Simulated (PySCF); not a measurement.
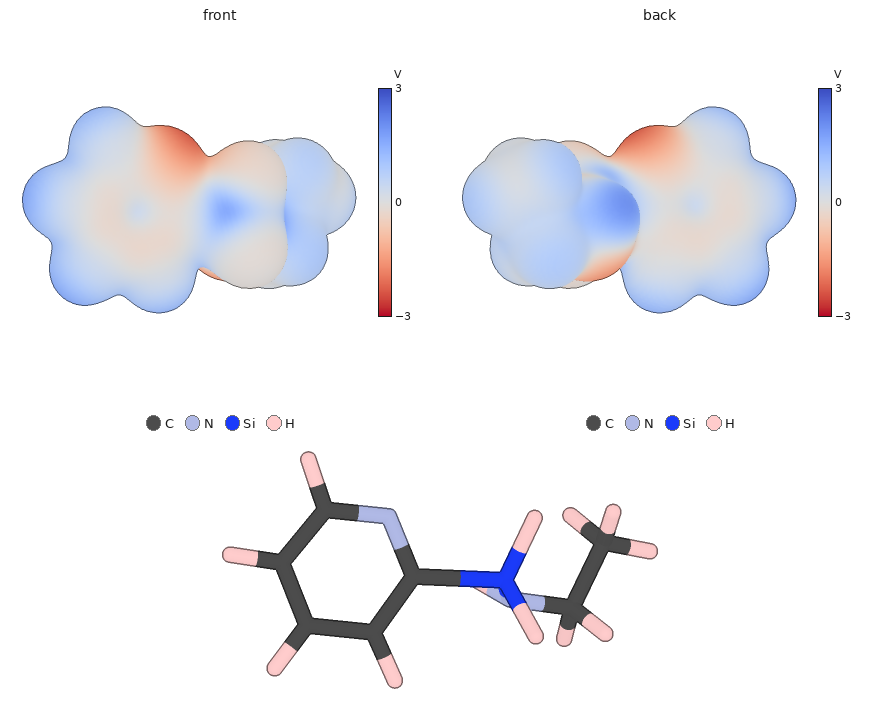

The picture shows: C₇H₁₂N₂Si (SMILES CCN[SiH2]c1ccccn1). The molecular electrostatic potential painted on the density surface at 0.004 e/bohr³, seen from the front and from behind; the colour scale runs from red (negative) to blue (positive). The bare structure is drawn below in the same view.

Geometry: GFN2-xTB.

Method: PBE0/pcSseg-1, SCF density, gas phase, non-relativistic in PySCF.

Input file:

```
{"job": {"kind": "nmr", "xc": "PBE0", "basis": "pcSseg-1"}, "charge": 0, "multiplicity": 1}
C     -3.703746     0.148417     0.387429
C     -2.836854    -0.288260    -0.791136
N     -1.430086    -0.360931    -0.470052
Si    -0.407667     1.023140    -0.453972
C      1.298236     0.353532     0.004186
C      2.078229    -0.398185    -0.869287
C      3.319894    -0.851104    -0.459740
C      3.751796    -0.534158     0.818555
C      2.909261     0.221504     1.619548
N      1.723743     0.651586     1.229037
H     -3.402814     1.138318     0.720506
H     -3.590791    -0.545369     1.218240
H     -4.751392     0.175806     0.099040
H     -3.170515    -1.270972    -1.143979
H     -2.948018     0.424201    -1.610400
H     -1.250729    -1.075411     0.222059
H     -0.732958     2.108250     0.480652
H     -0.421730     1.526214    -1.834372
H      1.703608    -0.622494    -1.856458
H      3.941569    -1.439203    -1.121245
H      4.713241    -0.862595     1.183138
H      3.197314     0.497098     2.627401
```

Command:

```sh
OMP_NUM_THREADS=1 python probes_run.py task.json out
```

Q: Which sites attract a positive test charge, and which a negative one?

A: A positive charge is drawn to the negative regions and a negative charge to the positive ones. The most negative region (about −2.1 V, or −48 kcal/mol for a unit charge) lies over N10, the most positive (about +1.8 V, or +42 kcal/mol for a unit charge) over Si4 and H16. N10 is the likeliest acceptor of a hydrogen bond.

Q: How polar is the molecule by this calculation?

A: Its dipole moment is 1.96 D.
